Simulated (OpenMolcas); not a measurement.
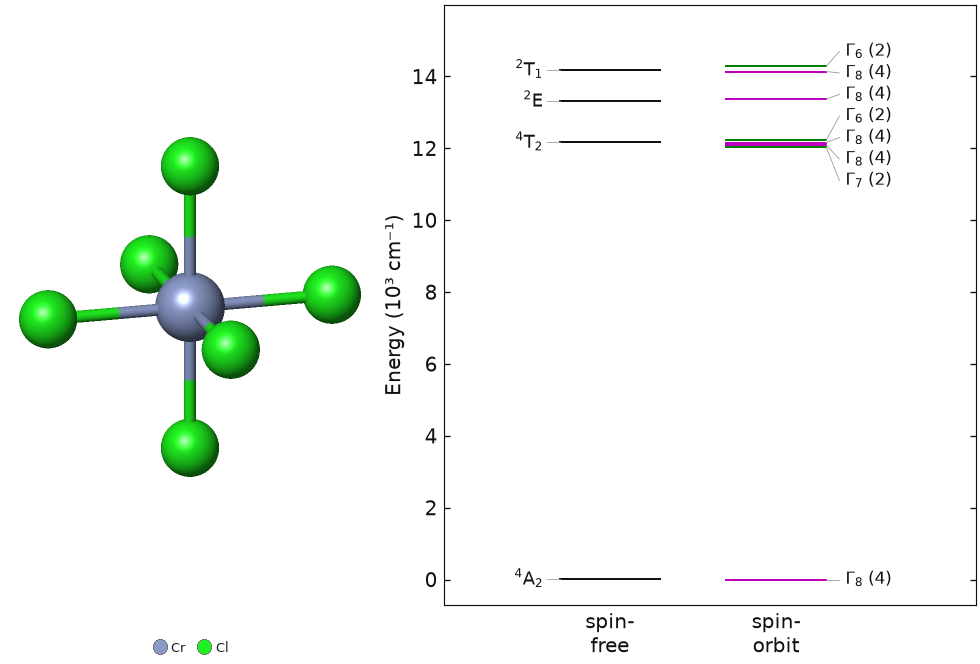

Cr³⁺ (3d³) as a dopant in Cs₂NaYCl₆, a cluster with its 6 nearest Cl⁻ at 2.461 Å (octahedron) embedded in model potentials and point charges; the geometry was set, not optimised, and its levels. Labels give the representation in O, Td, D4 or D3 as the site allows (double group for half-integer spin) where it could be assigned and, in brackets, the degeneracy; spin-free states, where drawn, share the zero of the spin-orbit levels. Computed with OpenMolcas: state-averaged SS-CASPT2, IPEA shift 0.25, imaginary shift 0.1 hartree, closed shells 3s 3p correlated, active space 3 electrons in the shell 3d, basis ANO-RCC-VDZP on all atoms, DKH2 scalar Hamiltonian, spin-orbit coupling by RASSI with atomic mean-field integrals.

Q: Give the ground level, the first gap and the ligand-field bands.

A: The ground level is Γ₈, 4-fold degenerate, 100 % from states of spin multiplicity 4. The next level lies at 12,000 cm⁻¹ (Γ₇). The lowest spin-free state is ⁴A₂; of the same spin there follows at 12,200 cm⁻¹ (⁴T₂) above it.

Limits of the model: the geometry is set by hand, with no relaxation and no charge compensation.
